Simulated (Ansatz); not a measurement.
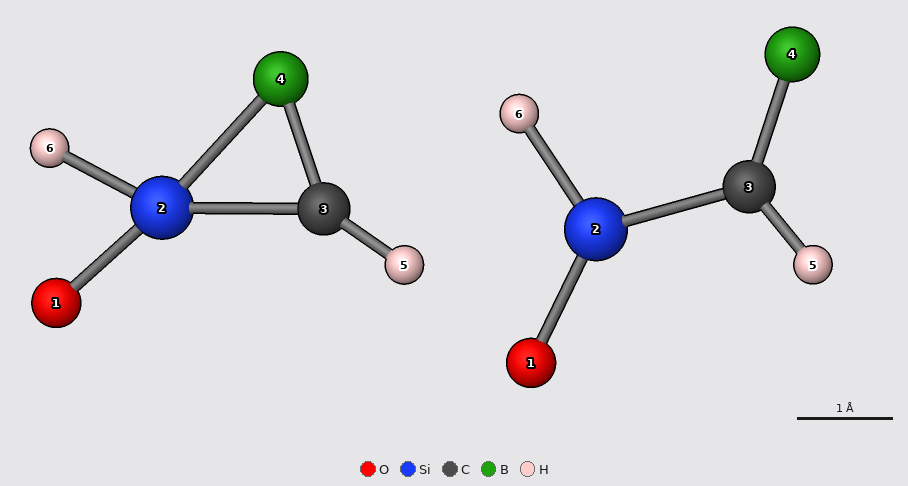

Two geometries of CH₂BOSi (charge −1), drawn at one scale. One is the start of a relaxation, the other its converged end. The picture is a ball-and-stick view, seen at a tilt.

These are results of RKS BLYP-D4/def2-SVP in Ansatz 0.2.0, not measurements. Set-up: no spin polarisation; force threshold 0.02 eV/Å; at most 50 steps.

Question: Which geometry has the lower energy?

Answer: The right one is the relaxed one. The run prepares an end point of a later path (hydrogen shift) calculation, from a guessed geometry. Over 12 geometry steps the energy falls by 73.1 kcal/mol. The largest force component goes from 4.8 to 0.015 eV/Å. B4 moves most after the best rigid fit: 0.70 Å. By element the largest moves are B 0.70 Å, O 0.68 Å, H 0.52 Å, C 0.41 Å, Si 0.32 Å. Among the contacts that change: Si2–B4 1.890 → 2.861 Å, Si2–H6 1.440 → 1.517 Å, Si2–C3 1.838 → 1.788 Å, O1–Si2 1.548 → 1.575 Å. Bonds break: Si2–B4 (1.89 → 2.86 Å). Among the angles between lasting bonds that change: Si2–C3–B4 68.7° → 122.6°, O1–Si2–H6 66.3° → 117.0°, C3–Si2–H6 154.5° → 112.0°. The run took 25 s on 1 thread of Arm Neoverse V2 (shared host), peak memory 0.15 GiB.

Limits of the set-up: the basis has no diffuse functions, which an anion needs.
